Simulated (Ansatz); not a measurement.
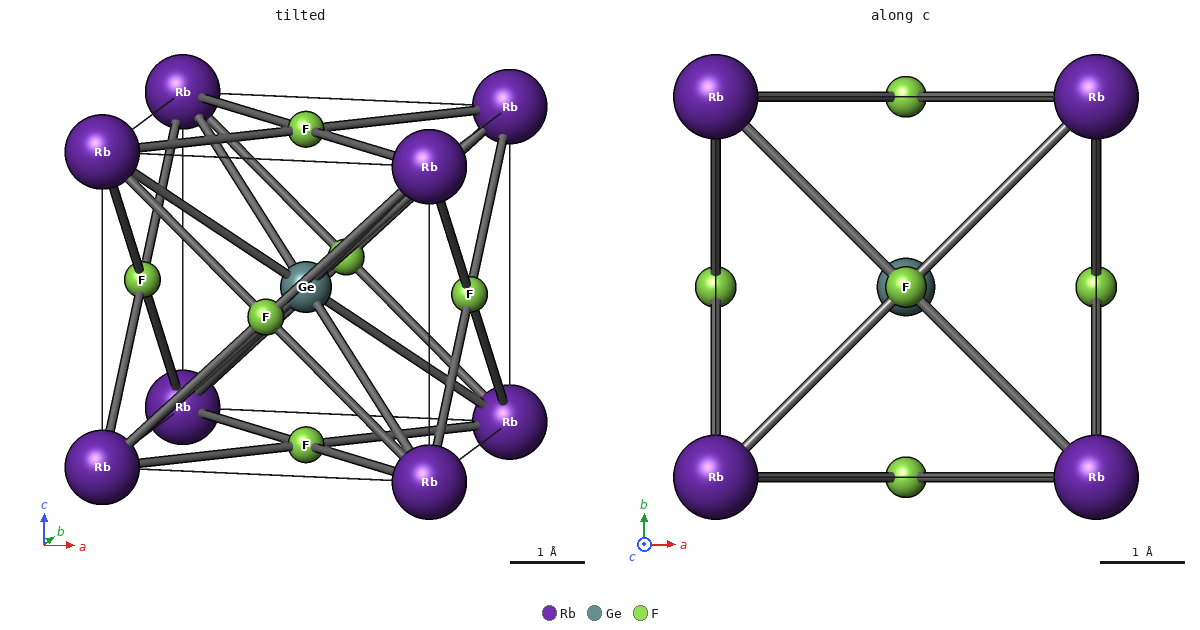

The figure gives a ball-and-stick picture of the atoms, viewed slightly off an axis and along the c axis. The frame is the conventional unit cell; atoms at its boundary are shown with their periodic copies.

RbGeF₃, space group P4/mmm (No. 123), a = 4.557 Å, b = 4.557 Å, c = 4.342 Å, α = 90.00°, β = 90.00°, γ = 90.00°. The cell started as a structure type filled with these elements by a generator (whether the compound takes this form wasn't checked). The cell was then strained or its atoms displaced on purpose. A calculation with Ansatz used it as input.

This one geometry was computed with Ansatz (DFT, plane waves, PAW) at three levels of theory: HSE06, PBE and r2SCAN. It was relaxed with r2SCAN and then strained.

Question: Which level gives the highest pressure at this volume, and what does that say about its equilibrium volume?

Answer: Highest: PBE (0.4 GPa), which points to the largest equilibrium volume. Lowest, with the smallest volume: r2SCAN (-2.0 GPa). Levels within 0.5 GPa of each other can't be told apart.

Question: How does the band gap change with the level of theory?

Answer: PBE: a gap of 1.86 eV, direct; r2SCAN: a gap of 2.11 eV, direct; HSE06: a gap of 2.81 eV, direct.

Question: Collect the results in a table.

Answer:
| level | cutoff (eV) | k-mesh of the run's cell | gap (eV) | pressure (GPa) |
| --- | --- | --- | --- | --- |
| HSE06 | 420 | 4×4×4 | 2.81 | -0.8 |
| PBE | 420 | 6×6×6 | 1.86 | 0.4 |
| r2SCAN | 500 | 6×6×6 | 2.11 | -2.0 |

Gaps are taken on the k-mesh or band path of each run.
